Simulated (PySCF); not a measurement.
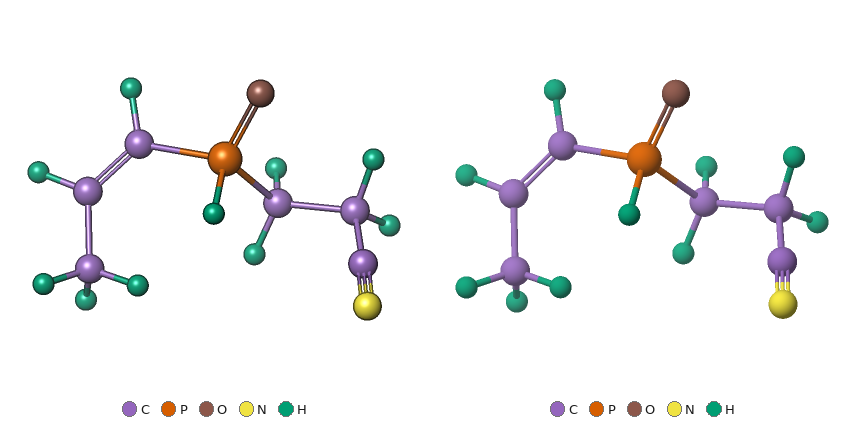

Both panels show the same species.

The computed structure is the end point of a PBE0-D3(BJ)/def2-SVP optimisation. No frequency run is at hand to confirm it as a minimum.

> Give the formula.

C6H10NOP, 19 atoms: 6 carbon, 10 hydrogen, 1 nitrogen, 1 oxygen and 1 phosphorus.

> Name some functional groups or characteristic bonds that it holds.

Among them: nitrile, alkene.

More results for the same structure follow; atom numbers are the same in all pictures, views and colours differ.

Shape

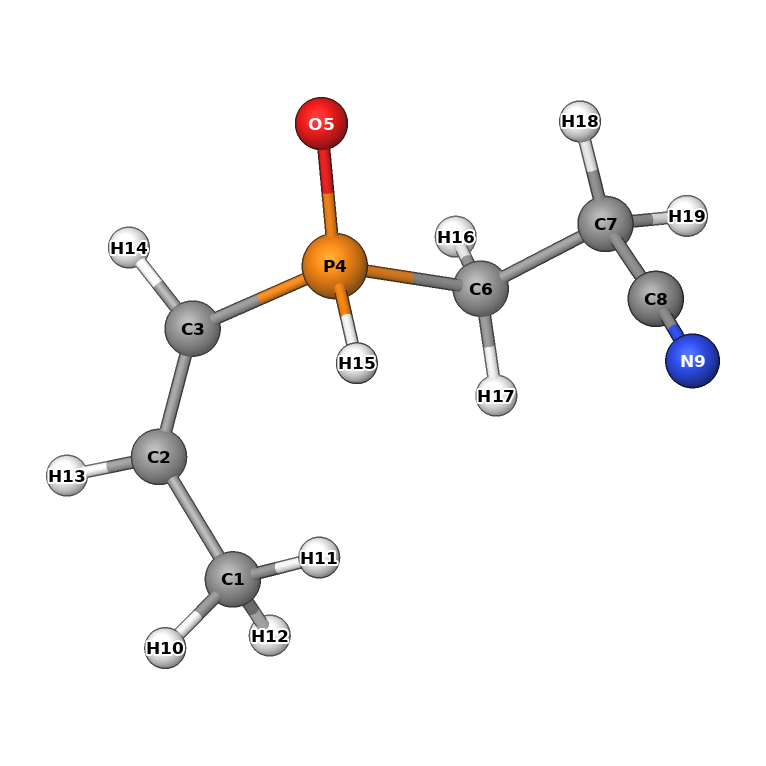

No frequency run is at hand to confirm it as a minimum.

Give these bond angles: C2–C1–H10, C2–C1–H11, C2–C1–H12, C2–C3–H14, C3–C2–H13, C3–P4–C6, C3–P4–H15, C6–P4–H15, C6–C7–H19, C7–C6–H16, C7–C6–H17, C8–C7–H19.

```csv
angle,degrees
C2–C1–H10,110.5
C2–C1–H11,113.5
C2–C1–H12,110.2
C2–C3–H14,120.0
C3–C2–H13,117.2
C3–P4–C6,105.9
C3–P4–H15,104.9
C6–P4–H15,102.9
C6–C7–H19,110.9
C7–C6–H16,109.3
C7–C6–H17,112.2
C8–C7–H19,108.3
```

Core levels

No frequency run is at hand to confirm it as a minimum. Method: delta-SCF UKS SCAN, pcX-2 on the ionised atom, pcseg-1 elsewhere, spin-free X2C (PySCF 2.14.0).

Give the core-electron binding energies (to vacuum; p and d levels without spin–orbit splitting) of C1 1s, C2 1s, C3 1s, P4 1s, P4 2p, O5 1s, C6 1s, C7 1s, C8 1s, N9 1s.

| atom | level | binding energy (eV) |
| --- | --- | --- |
| C1 | 1s | 291.5 |
| C2 | 1s | 291.3 |
| C3 | 1s | 290.6 |
| P4 | 1s | 2152.1 |
| P4 | 2p | 138.5 |
| O5 | 1s | 536.2 |
| C6 | 1s | 291.3 |
| C7 | 1s | 292.4 |
| C8 | 1s | 292.4 |
| N9 | 1s | 405.1 |

Electronic properties

No frequency run is at hand to confirm it as a minimum. Method: CAM-B3LYP/def2-SVPD, gas phase (PySCF 2.14.0). Excitations: vertical, linear response.

Computed properties:

- dipole moment: 6.12 D
- HOMO energy (Kohn–Sham orbital): −9.34 eV
- LUMO energy (Kohn–Sham orbital): 0.02 eV
- HOMO–LUMO gap: 9.36 eV
- mean static polarisability: 100.9 bohr³
- lowest vertical singlet excitation: 6.13 eV
- its oscillator strength: 0.009
- brightest of the 10 lowest singlets: 6.95 eV
- its oscillator strength: 0.40

Quadrupole coupling

No frequency run is at hand to confirm it as a minimum. Electric field gradients from the ground-state density, PBE0/pcSseg-1 (PySCF 2.14.0), non-relativistic apart from any core potentials.

Give the largest field-gradient component, the quadrupole coupling constant and the asymmetry for 17O at O5 (Q = −25.6 mb), 14N at N9 (Q = 20.44 mb), 2H at H10 (Q = 2.86 mb), 2H at H11 (Q = 2.86 mb), 2H at H12 (Q = 2.86 mb), 2H at H13 (Q = 2.86 mb).

| atom | V_zz (a.u.) | e²qQ/h (MHz) | η |
| --- | --- | --- | --- |
| O5 | 1.022 | −6.15 | 0.01 |
| N9 | −0.942 | −4.52 | 0.06 |
| H10 | 0.288 | 0.194 | 0.03 |
| H11 | 0.292 | 0.196 | 0.05 |
| H12 | 0.287 | 0.193 | 0.03 |
| H13 | 0.292 | 0.196 | 0.05 |

NMR shielding

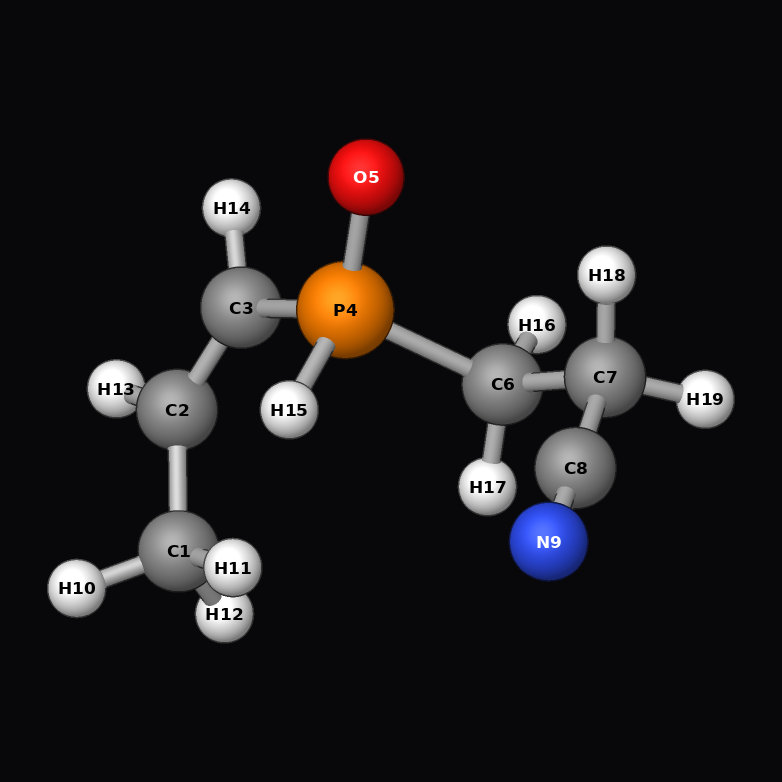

No frequency run is at hand to confirm it as a minimum. Properties computed with GIAO PBE0/pcSseg-1 NMR shielding, non-relativistic, IEF-PCM dichloromethane (PySCF 2.14.0). Principal shieldings σ11 ≤ σ22 ≤ σ33, span Ω = σ33 − σ11, skew κ = 3(σiso − σ22)/Ω.

Give the shielding tensors of the O atoms.

```
atom    σ11    σ22    σ33   σiso      Ω      κ
  O5  177.1  323.6  350.4  283.7  173.4  −0.69
```

Shieldings and span in ppm.
